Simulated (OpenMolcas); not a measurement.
# SiN2H6O (SMILES N[SiH](N)O) at 6 levels

Aim: a comparison of 6 runs (HF/3-21G, HF/def2-SVP, B3LYP/def2-SVP, SVWN5/def2-SVP, TPSS/def2-SVP, MP2/def2-SVP) of SiN2H6O. 

The calculation is run with OpenMolcas 26.06.

### 1 The molecule

SiN2H6O: 10 atoms, total charge 0, spin state singlet. SMILES: `N[SiH](N)O`. One bond was lengthened or shortened from a relaxed shape.

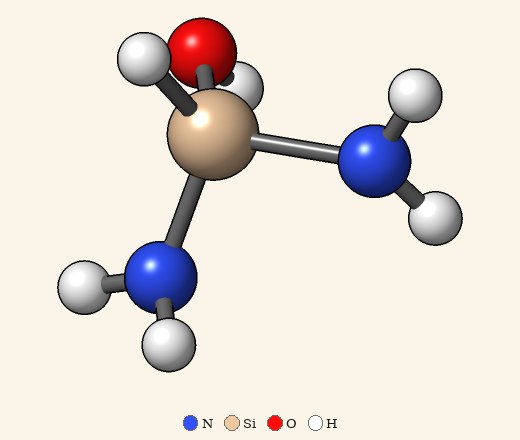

Viewed from a chosen angle; nitrogen blue, silicon light orange, oxygen red, hydrogen white.

### 2 A single-point energy at HF/3-21G (run 1)

mol.inp reads:

```
* H6N2OSi Hartree-Fock
>>> EXPORT MOLCAS_PRINT=2
&gateway
baslib
$CurrDir
coord
10
angstrom
N       -0.664382       1.415795      -0.251828
Si       0.603418       0.285995      -0.026928
N       -0.248600      -1.249800       0.847400
O        1.317818       0.081995      -1.498228
H       -0.509582       2.236595      -0.814228
H       -1.302082       1.605595       0.504172
H        1.753818       0.659795       0.829972
H       -1.123500      -1.625000       0.519700
H        0.302300      -1.942900       1.325300
H        0.731918      -0.117105      -2.230628
basis
3-21G
group
NoSym
&seward
&scf
thresholds
1e-10 1e-07 1e-07 1e-05
prorbitals
1 1
```

The basis set 3-21G is read from a file made from the Basis Set Exchange's data (not shown).

Started as:

```console
$ export MOLCAS_MEM=1860
$ pymolcas mol.inp > mol.log
```

Output:

```text
--- Start Module: gateway ---
[...]
--- Stop Module: gateway /rc=_RC_ALL_IS_WELL_ ---
--- Start Module: seward ---
[...]
      Basis functions           52
--- Stop Module: seward /rc=_RC_ALL_IS_WELL_ ---
--- Start Module: scf ---
[...]
       Convergence after  13 Iterations
[...]
::    Total SCF energy                               -473.7106916060
[...]
      Total spin, S                                     0.0000000000
[...]
      Total electronic charge=   42.000000
      Total            charge=   -0.000000
[...]
      Dipole Moment (debye):
      Origin of the operator (angstrom)=    0.3208    0.1597   -0.2082
                   X= -1.8756E+00               Y=  4.2695E-01               Z= -4.6384E-01           Total=  1.9787E+00
      Quadrupole Moment (debye*angstrom):
[...]
--- Stop Module: scf /rc=_RC_ALL_IS_WELL_ ---
[...]
```

It took 1.9 s on 1 thread of Arm Neoverse V2, shared host; peak memory 0.38 GiB.

### 3 The energy at HF/def2-SVP (run 2)

job.inp reads:

```
* H6N2OSi Hartree-Fock

&GATEWAY
  BasLib
  $CurrDir
  Coord
  10
  angstrom
  N       -0.664382       1.415795      -0.251828
  Si       0.603418       0.285995      -0.026928
  N       -0.248600      -1.249800       0.847400
  O        1.317818       0.081995      -1.498228
  H       -0.509582       2.236595      -0.814228
  H       -1.302082       1.605595       0.504172
  H        1.753818       0.659795       0.829972
  H       -1.123500      -1.625000       0.519700
  H        0.302300      -1.942900       1.325300
  H        0.731918      -0.117105      -2.230628
  Basis
  def2-SVP
  Group
  NoSym

&SEWARD

&SCF
  Thresholds
  1e-10 1e-07 1e-07 1e-05
  PrOrbitals
  1 1
```

The basis set def2-SVP is read from a file made from the Basis Set Exchange's data (not shown).

Started as:

```console
$ export MOLCAS_MEM=1860
$ pymolcas job.inp > job.log
```

Output:

```text
--- Start Module: gateway ---
[...]
--- Stop Module: gateway /rc=_RC_ALL_IS_WELL_ ---
--- Start Module: seward ---
[...]
      Basis functions           90
--- Stop Module: seward /rc=_RC_ALL_IS_WELL_ ---
[...]
--- Start Module: scf ---
[...]
       Convergence after  13 Iterations
[...]
::    Total SCF energy                               -476.0391094267
[...]
      Total spin, S                                     0.0000000000
[...]
      Total electronic charge=   42.000000
      Total            charge=   -0.000000
[...]
      Dipole Moment (debye):
      Origin of the operator (angstrom)=    0.3208    0.1597   -0.2082
                   X= -1.6617E+00               Y=  5.7551E-01               Z= -6.4248E-01           Total=  1.8722E+00
      Quadrupole Moment (debye*angstrom):
[...]
--- Stop Module: scf /rc=_RC_ALL_IS_WELL_ ---
[...]
```

Wall time 5.7 s (1 thread of Arm Neoverse V2, shared host); peak memory 0.49 GiB.

Runs 3 to 4 aren't shown in full; the table further down has their settings and results.

### 4 The energy at TPSS/def2-SVP (run 5)

job.input reads:

```
&GATEWAY
  BasLib=$CurrDir
  Coord
  10
  angstrom
  N       -0.664382       1.415795      -0.251828
  Si       0.603418       0.285995      -0.026928
  N       -0.248600      -1.249800       0.847400
  O        1.317818       0.081995      -1.498228
  H       -0.509582       2.236595      -0.814228
  H       -1.302082       1.605595       0.504172
  H        1.753818       0.659795       0.829972
  H       -1.123500      -1.625000       0.519700
  H        0.302300      -1.942900       1.325300
  H        0.731918      -0.117105      -2.230628
  Basis=def2-SVP
  Group=NoSym

&SEWARD
  GridInput
  Grid=UltraFine
  End of Grid

&SCF
  KSDFT=2
  1.0 MGGA_X_TPSS
  1.0 MGGA_C_TPSS
  Thresholds=1e-10 1e-07 1e-07 1e-05
  PrOrbitals=0
```

The basis set def2-SVP is read from a file made from the Basis Set Exchange's data (not shown).

Started as:

```console
$ export MOLCAS_MEM=1860
$ pymolcas job.input > job.log
```

Output:

```text
--- Start Module: gateway ---
[...]
--- Stop Module: gateway /rc=_RC_ALL_IS_WELL_ ---
--- Start Module: seward ---
[...]
      Basis functions           90
--- Stop Module: seward /rc=_RC_ALL_IS_WELL_ ---
[...]
--- Start Module: scf ---
[...]
       Convergence after  16 Iterations
[...]
::    Total KS-DFT energy                            -477.7168293605
[...]
      Total spin, S                                     0.0000000000
[...]
      Total electronic charge=   42.000000
      Total            charge=   -0.000000
[...]
      Dipole Moment (debye):
      Origin of the operator (angstrom)=    0.3208    0.1597   -0.2082
                   X= -1.6826E+00               Y=  4.6212E-01               Z= -7.2376E-01           Total=  1.8890E+00
      Quadrupole Moment (debye*angstrom):
[...]
--- Stop Module: scf /rc=_RC_ALL_IS_WELL_ ---
[...]
```

Wall time 41 s (1 thread of Arm Neoverse V2, shared host); peak memory 0.49 GiB.

### 5 The energy at MP2/def2-SVP (run 6)

coord.xyz reads:

```xyz
10

N     -0.664382     1.415795    -0.251828
Si     0.603418     0.285995    -0.026928
N     -0.248600    -1.249800     0.847400
O      1.317818     0.081995    -1.498228
H     -0.509582     2.236595    -0.814228
H     -1.302082     1.605595     0.504172
H      1.753818     0.659795     0.829972
H     -1.123500    -1.625000     0.519700
H      0.302300    -1.942900     1.325300
H      0.731918    -0.117105    -2.230628
```

mol.input reads:

```
>>> EXPORT MOLCAS_PRINT=2

&GATEWAY
 BASLIB = $CurrDir
 COORD = coord.xyz
 BASIS = def2-SVP
 GROUP = NoSym

&SEWARD

&SCF
 THRESHOLDS = 1e-10 1e-07 1e-07 1e-05
 PRORBITALS = 1 1

&MBPT2
 FROZEN = 8
```

The basis set def2-SVP is read from a file made from the Basis Set Exchange's data (not shown).

Started as:

```console
$ export MOLCAS_MEM=1860
$ pymolcas mol.input > mol.log
```

Output:

```text
--- Start Module: gateway ---
[...]
--- Stop Module: gateway /rc=_RC_ALL_IS_WELL_ ---
[...]
      Basis functions           90
[...]
--- Start Module: scf ---
[...]
       Convergence after  13 Iterations
[...]
::    Total SCF energy                               -476.0391094267
[...]
      Total spin, S                                     0.0000000000
[...]
      Total electronic charge=   42.000000
      Total            charge=   -0.000000
[...]
      Dipole Moment (debye):
      Origin of the operator (angstrom)=    0.3208    0.1597   -0.2082
                   X= -1.6617E+00               Y=  5.7551E-01               Z= -6.4248E-01           Total=  1.8722E+00
      Quadrupole Moment (debye*angstrom):
[...]
--- Stop Module: scf /rc=_RC_ALL_IS_WELL_ ---
[...]
--- Start Module: mbpt2 ---
[...]
WARNING!
Default frozen orbitals as non valence orbitals is overwritten by user input.
Default values:   5
[...]
       Reference weight ( Cref**2 )         =        0.84159
::    Total MBPT2 energy                             -476.6677675322
[...]
      Total MBPT2 calculations                           0.29      0.31
--- Stop Module: mbpt2 /rc=_RC_ALL_IS_WELL_ ---
[...]
```

Wall time 6 s (1 thread of Arm Neoverse V2, shared host); peak memory 0.49 GiB.

### 6 The series

| run | level | integration grid | frozen core orbitals | energy (Eh) | dipole moment (D) of the reference | HOMO energy (eV) | LUMO energy (eV) | wall time |
| --- | --- | --- | --- | --- | --- | --- | --- | --- |
| 1 | HF/3-21G | – | – | -473.710692 | 1.98 | -9.99 | 6.03 | 1.9 s |
| 2 | HF/def2-SVP | – | – | -476.039109 | 1.87 | -10.25 | 4.55 | 5.7 s |
| 3 | B3LYP/def2-SVP | UltraFine | – | -477.696726 | 1.87 | -6.10 | 1.10 | 29 s |
| 4 | SVWN5/def2-SVP | UltraFine | – | -475.056621 | 1.96 | -4.97 | 0.46 | 20 s |
| 5 | TPSS/def2-SVP | UltraFine | – | -477.716829 | 1.89 | -4.96 | 0.79 | 41 s |
| 6 | MP2/def2-SVP | – | 8 | -476.667768 | 1.87 | -10.25 | 4.55 | 6 s |

### 7 Outcome

| quantity | value |
| --- | --- |
| run 6: total energy | -476.66777 Eh |
| run 6: dipole moment (mean-field density) | 1.87 D |
| run 6: HOMO energy (Hartree–Fock orbitals) | -10.25 eV |
| run 6: LUMO energy (Hartree–Fock orbitals) | 4.55 eV |
| run 6: HOMO–LUMO gap (Hartree–Fock orbitals) | 14.80 eV |
| run 6: correlation energy (8 core orbitals frozen) | -628.7 mEh |

In words: Over runs 1, 2, 3, 4, 5 the dipole moment (its size) runs from 1.87 D (B3LYP/def2-SVP) to 1.98 D (HF/3-21G). The two ends differ in method and basis. Over runs 1, 2, 3, 4, 5 the HOMO–LUMO gap runs from 5.44 eV (SVWN5/def2-SVP) to 16.02 eV (HF/3-21G). Totals of different functionals can't be ranked against each other. All runs together took 1.7 min, the longest 41 s.
